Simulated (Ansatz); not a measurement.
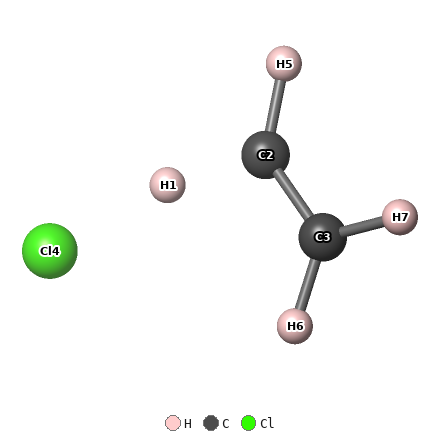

The system is the reacting system C₂H₄Cl (fragments C₂H₄ + Cl where the first distance is long, ClH + C₂H₃ where the second is long), spin multiplicity 2; the picture shows the reference structure. Coordinates scanned: (1) distance H1–Cl4 (bond that forms); (2) distance H1–C2 (bond that breaks). Relaxed at each point: all other coordinates. The scan uses a 13 × 13 grid. Points are written as (first, second). Energies are in kJ/mol, from the lowest grid point. In part of the range the unrestricted reference is strongly spin-contaminated. The calculation used Ansatz, UHF/def2-SVP.

Its coordinates:

```yaml
atoms:
  - { symbol: H, position_ang: [-0.9725, -0.2194, 0.7934] }
  - { symbol: C, position_ang: [-0.3597, 0.3628, -0.3056] }
  - { symbol: C, position_ang: [0.9081, 0.0647, -0.5501] }
  - { symbol: Cl, position_ang: [-1.4395, -1.1102, 2.2298] }
  - { symbol: H, position_ang: [-1.0267, 1.0171, -0.8489] }
  - { symbol: H, position_ang: [1.4664, -0.6140, 0.0816] }
  - { symbol: H, position_ang: [1.4238, 0.4990, -1.4001] }
```

Range: distance H1–Cl4 (bond that forms) from 1.197 to 2.697 Å; distance H1–C2 (bond that breaks) from 0.963 to 2.763 Å.

**What landscape does the calculation give?**

The lowest grid point is at (2.697 Å, 1.044 Å). It lies in a valley that leaves the map towards separated partners. The energy also falls towards the edge at (1.264 Å, 2.763 Å) (53 kJ/mol above the lowest), where a further well may lie outside the range. The highest grid point, (1.197 Å, 0.963 Å), lies 429 kJ/mol above the lowest. On the interpolated surface the lowest path from the side where the first distance is long, about (2.70 Å, 1.09 Å), to the side where the second distance is long, about (1.28 Å, 2.76 Å), has its top at about (1.46 Å, 1.38 Å), about 105 kJ/mol above the start and 48 kJ/mol above the end.

| second ↓, first → | 1.197 | 1.264 | 1.357 | 1.462 | 1.577 | 1.699 | 1.828 | 1.962 | 2.101 | 2.244 | 2.391 | 2.542 | 2.697 |
| --- | --- | --- | --- | --- | --- | --- | --- | --- | --- | --- | --- | --- | --- |
| 2.763 | 64 | 53 | 64 | 98 | 150 | 212 | 269 | 306 | 329 | 344 | 353 | 358 | 361 |
| 2.577 | 65 | 54 | 64 | 98 | 150 | 211 | 267 | 304 | 327 | 341 | 350 | 355 | 358 |
| 2.396 | 67 | 55 | 65 | 98 | 149 | 209 | 263 | 299 | 322 | 336 | 345 | 350 | 353 |
| 2.219 | 71 | 58 | 67 | 99 | 149 | 206 | 256 | 291 | 314 | 327 | 336 | 341 | 345 |
| 2.047 | 77 | 63 | 70 | 100 | 147 | 199 | 246 | 278 | 299 | 312 | 321 | 326 | 329 |
| 1.881 | 86 | 71 | 75 | 102 | 143 | 189 | 229 | 258 | 276 | 288 | 295 | 300 | 302 |
| 1.720 | 101 | 83 | 82 | 102 | 136 | 173 | 205 | 226 | 240 | 248 | 253 | 256 | 258 |
| 1.566 | 124 | 100 | 91 | 103 | 126 | 150 | 170 | 182 | 188 | 191 | 191 | 191 | 191 |
| 1.419 | 155 | 123 | 103 | 102 | 110 | 120 | 125 | 126 | 124 | 121 | 119 | 116 | 114 |
| 1.281 | 199 | 155 | 121 | 102 | 93 | 86 | 79 | 71 | 64 | 58 | 54 | 51 | 47 |
| 1.155 | 258 | 201 | 148 | 112 | 85 | 65 | 49 | 36 | 25 | 18 | 12 | 8 | 5 |
| 1.044 | 339 | 268 | 198 | 145 | 105 | 75 | 52 | 35 | 22 | 14 | 7 | 3 | 0 |
| 0.963 | 429 | 347 | 264 | 200 | 151 | 115 | 88 | 68 | 55 | 45 | 38 | 34 | 31 |

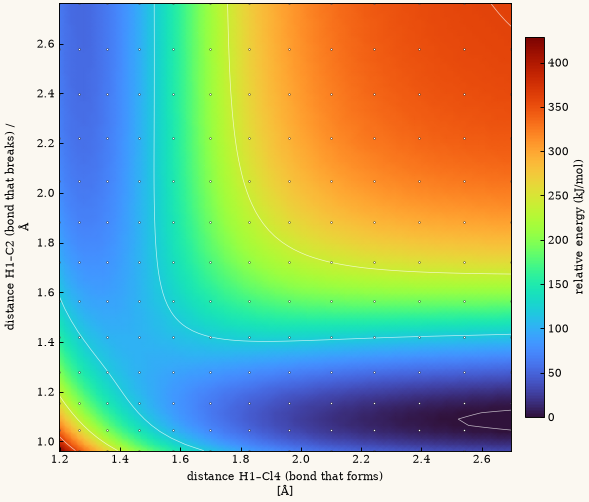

Drawn: a smooth colour map with a few white contour lines, dots at the grid points. Between grid points the surface is interpolated.

Time for the 169 points that were run: 37 min on 1 thread of Arm Neoverse V1 (shared host).
